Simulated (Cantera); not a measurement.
Charge: 1 mol H₂O, 0.02 mol O₂, a varied amount of H₂, 0.018 mol SO₂, at 2823 K and 13.3 mbar.

These are equilibrium values from Cantera (NASA tables, ideal gas, pure condensed phases), not measurements of a reactor. Candidate condensed phases: H₂O, H₂SO₄, S; 19 gas species. Rates play no part.

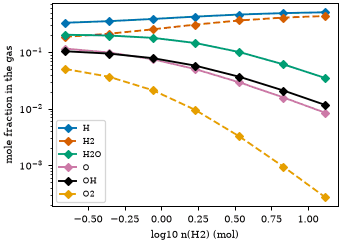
Fig. 1. Equilibrium gas composition (values under 1e-9 drawn at 1e-9)

Problem. Read off the mole fractions at 0.44 mol H₂.

Solution. H about 0.35, H₂ about 0.21, H₂O about 0.20, O about 0.099, OH about 0.094, O₂ about 0.037.
